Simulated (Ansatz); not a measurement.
**AlH6N3···H2: density, localisation and related maps**

```yaml
atoms:
  - { symbol: Al, position_ang: [-0.3137, 0.5198, -0.2440] }
  - { symbol: H, position_ang: [1.6662, -2.8338, 1.4956] }
  - { symbol: N, position_ang: [0.2861, 2.1708, -0.0249] }
  - { symbol: N, position_ang: [-1.8966, 0.0512, 0.3945] }
  - { symbol: H, position_ang: [1.4542, -2.3395, 0.9746] }
  - { symbol: N, position_ang: [0.6777, -0.6784, -1.0950] }
  - { symbol: H, position_ang: [1.0731, 2.5670, -0.5101] }
  - { symbol: H, position_ang: [-0.1082, 2.8491, 0.6045] }
  - { symbol: H, position_ang: [-2.5968, 0.6906, 0.7299] }
  - { symbol: H, position_ang: [-2.2194, -0.8965, 0.4915] }
  - { symbol: H, position_ang: [1.6421, -0.5512, -1.3517] }
  - { symbol: H, position_ang: [0.3354, -1.5492, -1.4648] }
```

The product side of a reaction path; geometry: PBE0-D4/def2-TZVP.

The calculation used RKS PBE0-D4/def2-TZVPP (Ansatz).

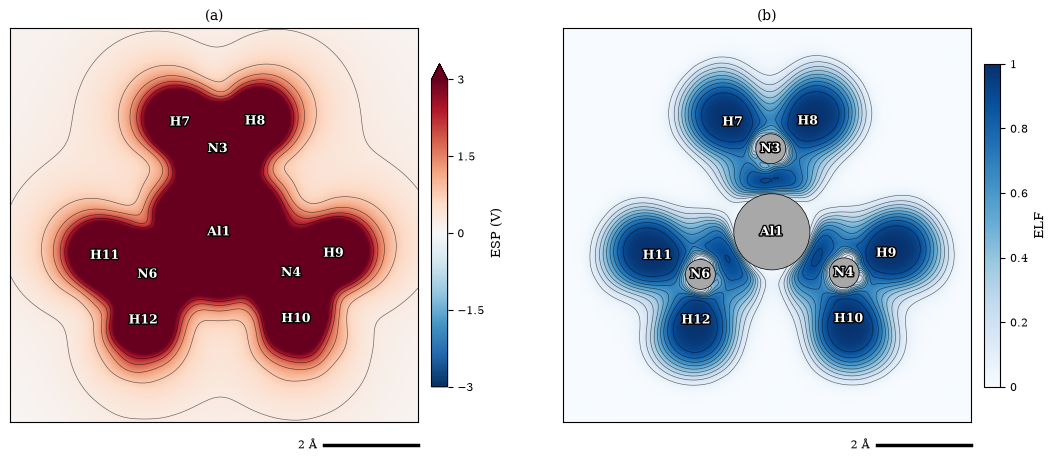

Figure 1. (a) molecular electrostatic potential; (b) ELF on the plane of atoms N3, Al1 and N6. Grey discs cover the atomic cores in the ELF map.

Q: What do the fields say about this system?

A: The plane passes through Al, N and H nuclei.
Al–N (1.77 Å): the ELF peaks at about 0.90 in the valence shell of N, 0.7 Å from its nucleus, and is about 0.60 at the midpoint.
N–H (1.01 Å): the ELF climbs to about 1 towards the hydrogen, as it does in any bond to H (an ordinary covalent bond to hydrogen).
The potential has no marked negative region in this plane.

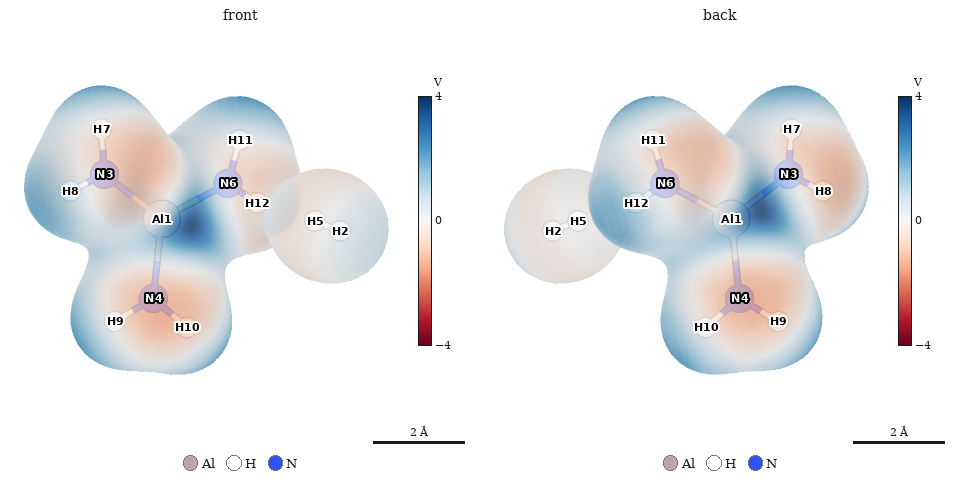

Figure 2. The molecular electrostatic potential painted on the density surface at 0.004 e/bohr³, seen from the front and from behind; the colour scale runs from red (negative) to blue (positive).

Q: Which sites attract a positive test charge, and which a negative one?

A: A positive charge is drawn to the negative regions and a negative charge to the positive ones. The most negative region (about −1.3 V) lies over N3 and N4, the most positive (about +3.5 V) over Al1.

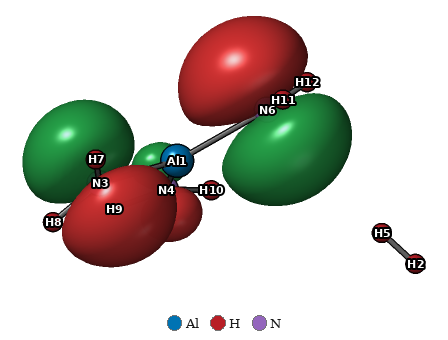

Figure 3. The HOMO−1 at ±0.1 Å⁻³ᐟ² (green and red are the two phases), seen from one side.

Q: Where does this orbital lie, and at what energy?

A: Its weight (Hirshfeld) is mainly on N6 (about 45 %) and N3 (about 30 %); largely a combination of lone pairs on N6 and N3. Its energy is −6.82 eV.
